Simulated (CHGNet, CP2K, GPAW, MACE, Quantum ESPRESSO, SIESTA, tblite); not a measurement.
**Σ7 (111) twist boundary in a Al-Pt solid solution (84 atoms) in tblite**

Wanted: tblite inputs and outputs for Σ7 (111) twist boundary in a Al-Pt solid solution (84 atoms), checked against a plane-wave reference.

Program: tblite 0.8.0. Level of theory: the method is named at each step. Results are calculated unless marked as measured.

### 1. Starting point

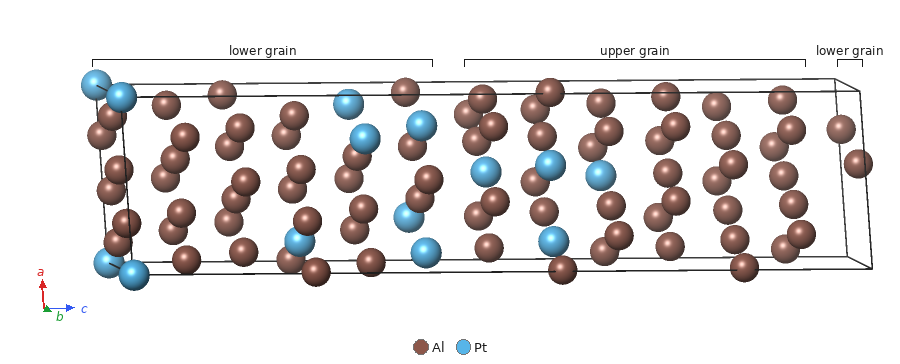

The starting structure, seen from the side, with the c axis across the page (aluminium brown, platinum blue). Some periodic images of atoms are drawn too.

The cell holds 84 atoms: 73 Al and 11 Pt. Its edges and angles: a = 7.545 Å, b = 7.545 Å, c = 28.340 Å, α = 90.0°, β = 90.0°, γ = 120.0°. Fcc Al lattice (a = 4.0328 Å, the value set for the mixture); two grains turned against each other by 38.21 deg about [111]; 1 x 1 coincidence cells, 2 lattice periods a grain, two boundaries a cell, upper grain shifted by [0.672, 0.278] of the boundary cell and opened by 0.2 Å, one atom of each pair nearer than 1.854 Å removed; 11 of 84 Al sites given to Pt at random (lattice constant by Vegard's rule between Al and Pt); not relaxed, displaced by a Gaussian of 0.02 Å. Then every atom was moved at random, 0.03 Å r.m.s. a Cartesian component. Regions: lower grain, 42 atoms (35 Al and 7 Pt); upper grain, 42 atoms (38 Al and 4 Pt). The structure's axis is c.

The yardstick, on the same geometry:

* method: Kohn-Sham DFT, PBE, SSSP efficiency 1.3.0 pseudopotentials, plane waves (Quantum ESPRESSO 7.5); sssp-pbe-1.3.0-efficiency, cutoffs 45/360 Ry, Γ point
* r.m.s. force component: 0.4481 eV/Å
* longest force: 2.39 eV/Å
* pressure: -3.087 GPa
* time: 4.2 min on 4 MPI ranks of Arm Neoverse V2, shared host
* CPU time: 17 min

### 2. GFN1-xTB

Method: GFN1-xTB tight binding, diagonalisation.

run.py

```python
import numpy as np
from ase.io import read
from tblite.ase import TBLite

atoms = read("structure.xyz")
atoms.calc = TBLite(method="GFN1-xTB", electronic_temperature=580, accuracy=1.0, max_iterations=250, mixer_damping=0.1, verbosity=1)
energy = atoms.get_potential_energy()
forces = atoms.get_forces()
print(f"energy {energy:.6f} eV")
print("forces (eV/A)")
for i, (a, f) in enumerate(zip(atoms, forces)):
    print(f"{i:4d} {a.symbol:2s} {f[0]:10.5f} {f[1]:10.5f} {f[2]:10.5f}")
stress = -atoms.get_stress(voigt=False) * 160.21766
print("stress (GPa, compression positive)")
for row in stress:
    print(" ".join(f"{x:10.4f}" for x in row))
print("charges (e)")
print(np.array2string(atoms.get_charges(), precision=4, suppress_small=True, max_line_width=110, threshold=100000))
```

structure.xyz

```xyz
84
Lattice="7.54468 0.00000 0.00000 -3.77234 6.53388 0.00000 0.00000 0.00000 28.34006" Properties=species:S:1:pos:R:3 pbc="T T T"
Al 4.36286 3.71386 0.02296
Al 4.91547 0.97492 28.29472
Al 5.38554 2.55266 2.28279
Al 6.44670 1.26496 4.63700
Al 1.58152 4.73040 28.32504
Al 2.16008 6.30565 2.38028
Al 2.12258 1.86144 0.04194
Al 2.66078 3.42820 2.35166
Al 3.22290 4.92504 4.70842
Al 3.23742 0.66306 2.32247
Al 3.80346 2.18238 4.64777
Al 4.29036 3.78090 6.98101
Al 4.84323 0.97812 7.02012
Pt 5.40818 2.46484 9.28335
Al 6.51977 1.21053 11.66817
Al -1.08334 5.52688 0.02239
Al -0.55442 2.83067 0.02636
Al -0.09072 4.35725 2.31283
Al 0.46577 5.86749 4.64692
Pt 3.76249 6.52480 0.02749
Al 0.55767 1.56205 2.35081
Al 1.11341 3.11869 4.62255
Al 1.55488 4.68976 6.96882
Pt 2.08165 6.21529 9.28902
Al 1.53421 0.29794 4.68546
Al 2.15038 1.81838 6.99376
Al 2.73178 3.41395 9.33323
Pt 3.21203 5.01024 11.66108
Al 3.19645 0.57590 9.36327
Al 3.72681 2.21427 11.64833
Al -2.55195 5.30937 2.24935
Al -1.63067 4.07956 4.63275
Al -1.09843 5.61260 6.94388
Pt -0.54578 2.77755 6.99489
Al 0.01973 4.36234 9.30234
Al 0.48237 5.90016 11.66420
Al 0.04417 0.02189 7.00198
Al 0.51051 1.60387 9.29809
Al 1.08145 3.09039 11.66789
Pt 1.66119 0.31415 11.59590
Al -2.70733 5.27768 9.31509
Pt -1.69201 4.02350 11.62991
Al 1.37475 0.95506 14.17088
Al -0.32050 5.58255 14.18845
Al 2.99946 0.55799 16.49250
Pt 1.88760 3.67766 14.18958
Pt 1.37370 5.24050 16.46132
Al 4.60965 0.19798 18.83650
Al 2.41373 6.49409 14.19922
Al 5.60804 1.50554 16.55230
Al 4.51553 4.62305 14.11987
Al -3.54000 6.17902 16.50780
Al -0.28319 1.16937 18.87505
Al -0.86138 2.72450 14.23833
Pt -1.40999 4.32798 16.50412
Al -1.91533 5.81117 18.81298
[... 24 atom lines left out ...]
Al 4.05542 1.87405 21.18873
Al 3.50567 3.38631 23.52990
Al 2.93164 4.93582 25.82885
Al 5.15204 3.04309 25.83168
```

Run with:

```console
$ OMP_NUM_THREADS=1 python run.py > output.txt
```

The program printed:

```text
------------------------------------------------------------
  cycle        total energy    energy error   density error
------------------------------------------------------------
      1     -133.4504457716  -1.3291094E+02   5.6342168E-01
      2     -60.08332694780   7.3367119E+01   5.0890040E-01
      3      777.2778108675   8.3736114E+02   9.1864284E-01
      4      38.46423395939  -7.3881358E+02   4.8863763E-01
      5      60.25634989967   2.1792116E+01   4.0745705E-01
      6      24.50839873918  -3.5747951E+01   3.7177804E-01
      7     -138.2965298700  -1.6280493E+02   1.6091247E-01
      8     -138.7575812920  -4.6105142E-01   8.7970137E-02
      9     -136.7074607707   2.0501205E+00   7.9419215E-02
     10     -138.4831818734  -1.7757211E+00   5.6637776E-02
     11     -139.1090069852  -6.2582511E-01   4.2274963E-02
     12     -138.7594940048   3.4951298E-01   3.9819281E-02
     13     -139.0220617987  -2.6256779E-01   3.3215880E-02
     14     -139.1815534144  -1.5949162E-01   2.5600306E-02
     15     -139.1521150513   2.9438363E-02   2.2194102E-02
     16     -139.1932374579  -4.1122407E-02   1.6936735E-02
     17     -139.1853569345   7.8805234E-03   1.2890966E-02
     18     -139.1982695923  -1.2912658E-02   1.1152066E-02
     19     -139.1933273946   4.9421977E-03   5.1876817E-03
     20     -139.2032920455  -9.9646509E-03   3.3549388E-03
     21     -139.2031406244   1.5142110E-04   2.0369647E-03
     22     -139.2044015576  -1.2609333E-03   1.1801132E-03
     23     -139.2048264344  -4.2487679E-04   5.6924225E-04
     24     -139.2048008999   2.5534544E-05   3.0427983E-04
     25     -139.2048334562  -3.2556348E-05   1.5229993E-04
     26     -139.2048285210   4.9351936E-06   1.2655483E-04
     27     -139.2048351766  -6.6556087E-06   1.0526671E-04
     28     -139.2048378057  -2.6290592E-06   4.9111585E-05
     29     -139.2048380663  -2.6059453E-07   4.0124780E-05
     30     -139.2048381149  -4.8636281E-08   2.6489785E-05
     31     -139.2048381211  -6.1504579E-09   1.2193128E-05
------------------------------------------------------------
 total:                                  12.074 sec
energy -3787.956587 eV
forces (eV/A)
   0 Al   -0.45208    0.27122   -0.10655
   1 Al    0.09378   -0.12625   -0.11889
   2 Al    0.14816   -0.21505    0.33394
   3 Al   -0.15182   -0.08630   -0.46687
   4 Al    0.39422    0.04879   -0.32351
   5 Al    0.07652   -0.28054    0.70630
   6 Al   -0.11169   -0.25867    0.19626
   7 Al    0.04451    0.24638    0.02686
   8 Al   -0.00045    0.39885   -0.84047
   9 Al    0.02089    0.06942    0.37093
  10 Al    0.08608    0.08150   -0.38959
  11 Al    0.00955   -0.32785   -0.54605
  12 Al   -0.06036   -0.15435   -1.14016
  13 Pt    0.09735   -0.88409    0.19055
  14 Al   -0.04682    0.31924    0.89017
  15 Al   -0.11291    0.68827   -0.42365
  16 Al    0.15735   -0.31713   -0.45927
  17 Al    0.38856   -0.00733    0.88750
  18 Al    0.25641    0.01255   -0.32827
  19 Pt   -0.04626    0.20847   -0.54446
  20 Al    0.07248    0.06138    0.52249
  21 Al   -0.27414   -0.01354   -0.24371
  22 Al    0.03167   -0.07197   -0.77216
  23 Pt   -0.20486    0.39164    0.56067
[...]
76 Al    0.12945   -0.17931   -0.23903
  77 Al    0.27058    0.05560    0.17860
  78 Al    0.09983    0.40124   -0.14004
  79 Al    0.23977    0.08212   -0.55461
  80 Al   -0.20272   -0.15689    0.26409
  81 Al   -0.14568   -0.11206    0.21810
  82 Al    0.10754   -0.24070   -0.43806
  83 Al   -0.27677   -0.05548   -0.05785
stress (GPa, compression positive)
   29.5386    -0.5766     0.4690
   -0.5766    29.6135    -0.3327
    0.4690    -0.3327    20.0652
charges (e)
[ 0.0522  0.0589 -0.0108  0.0406  0.0511  0.0413  0.0493 -0.0238 -0.0708 -0.0176 -0.037   0.1292  0.2109
 -0.5748  0.3545  0.0616  0.0641 -0.0208 -0.0498 -0.4785  0.0589  0.0473  0.0875 -0.5356 -0.0435 -0.0043
  0.2438 -0.6752  0.2044  0.3257  0.0682  0.0414  0.0391 -0.4982  0.2926  0.3135  0.1197  0.2912  0.2766
 -0.6808  0.3907 -0.6845  0.1655  0.268   0.1597 -0.5076 -0.5951  0.1251  0.2048  0.0754  0.3469  0.0995
  0.0317  0.1759 -0.5797  0.1035  0.043   0.2256  0.1888 -0.0291 -0.013  -0.553   0.0526 -0.0074 -0.0108
  0.0862  0.2271  0.1329 -0.0529  0.0008  0.096  -0.0259 -0.0238  0.0784 -0.0141 -0.0074  0.0292 -0.0146
 -0.0276 -0.0133  0.0481 -0.0195  0.0457 -0.0244]
```

Elapsed: 13 s, on 1 thread of Arm Neoverse V2, shared host; peak memory 0.17 GiB.

Banners, paths, timers and routine set-up lines are dropped from the logs unmarked, and long logs keep their key lines alone; longer cuts are marked.

Against the reference:

| Item | Value |
| --- | --- |
| r.m.s. force component | 0.3799 eV/Å |
| r.m.s. difference of force components | 590.5 meV/Å |
| longest difference of force vectors | 3134 meV/Å |
| force difference over r.m.s. force | 131.8 % |
| slope of forces against the reference's | -0.009 |
| correlation of force components | -0.01056 |
| pressure | 26.41 GPa |
| pressure difference | 29.49 GPa |

Length of the force difference by element (eV/Å):

```csv
element,atoms,mean,most
Al,73,0.61,3.0
Pt,11,1.8,3.1
```

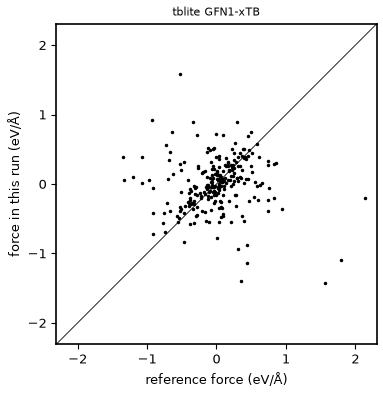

Force components against those of the reference; the line marks equality.

The surroundings of Pt55, which bears the longest force, nearest first, numbered as they follow in the input and with coordinates relative to it.

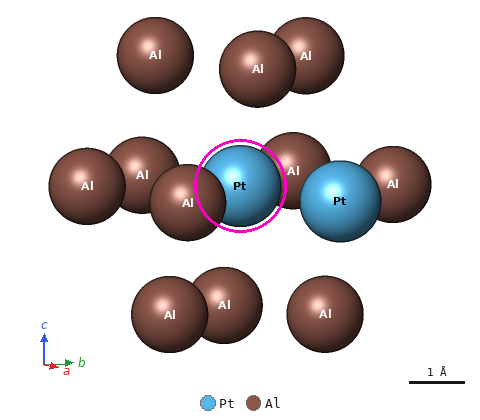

The atoms of the table, within 2.9 Å (arrows a, b, c point along x, y, z); some may hide others; the central atom is ringed.

```csv
atom,x,y,z,distance (Å),Mulliken charge (e),Fx,Fy,Fz (eV/Å)
Pt55,0.00,0.00,0.00,0.00,-0.58,1.58,0.18,0.09
Al67,-2.61,-0.95,-0.02,2.78,0.23,0.23,0.27,0.38
Al56,-0.51,1.48,2.31,2.79,0.10,0.22,0.49,0.51
Al52,-2.13,1.85,0.00,2.82,0.10,0.04,-0.28,0.28
Al54,0.55,-1.60,-2.27,2.83,0.18,0.45,0.57,-0.42
Al45,0.64,2.76,-0.01,2.84,0.16,-0.04,-0.03,0.03
Al44,1.09,1.25,-2.32,2.85,0.27,-0.25,0.15,-0.93
Al50,-0.53,-2.82,0.05,2.87,0.08,0.05,0.05,0.51
Al59,1.64,-0.29,2.34,2.87,0.19,0.39,-0.55,0.75
Al58,2.19,-1.87,-0.02,2.89,0.23,-0.46,-0.39,0.50
Al71,-1.06,-1.28,2.36,2.89,0.10,-0.27,-0.09,0.72
Al51,-1.62,0.30,-2.38,2.90,0.35,-0.06,-0.05,0.06
Pt47,2.78,0.91,-0.04,2.93,-0.60,-1.39,-0.37,-0.20
```

Atoms are counted from 1 here, from 0 in the log.

Forces lie 132 % from the reference's, at 0.012 times its CPU time (on 1 against 4 cores).

The difference per atom is largest on Pt (1.8 eV/Å on average, against 0.61 on Al).

### 3. Summary of results

- force difference from the reference: tblite GFN1-xTB, 132 %
- its CPU time: 13 s

Tight binding differs by 132 % (tblite GFN1-xTB); it is another model, with fitted parameters of its own, and the xTB methods hold dispersion. One electronic-structure run takes under half the reference's CPU time: tblite GFN1-xTB, at 132 % in 13 s against 17 min, too far off to be of use; its pressure misses by +29.5 GPa. Periodic xTB results under one method name differ between programs and library versions. The reference's pressure holds the uncorrected Pulay stress of its 45 Ry basis, so small pressure differences, and their order, may be the reference's own error. The electron count is odd in QE PBE, sssp-1.3.0-efficiency, 45/360 Ry, and they have no spin polarisation, so the unpaired electron is spread evenly over both spins. The reference's stress is far from hydrostatic: its diagonal is -5.8, -6.1, 2.7 GPa, compression counted positive. The host structure and its lattice constant were typed by rule, without a check against the phase diagram. The reference's pressure of -3.1 GPa belongs to a cell and atoms that aren't relaxed at this level. The electronic-structure runs sample only Γ, in a cell whose shortest periodic width is 7 Å, which is coarse for a cell with partly filled levels. Spin–orbit coupling is left out, which matters for the levels of the heavy elements.

[Also dropped from logs without a mark: logging warnings of Python, and SIESTA's first energy breakdown and zero terms.]

[Logs are printed without paths, hosts, clocks, repeated set-up lines and the standing remarks that a program may print on its own settings, such as how far it seeks lower states.]

[Hosts, paths, dates, database ids (printed as entryN), source tags and the programs' standing remarks are cut or masked in the printed files.]
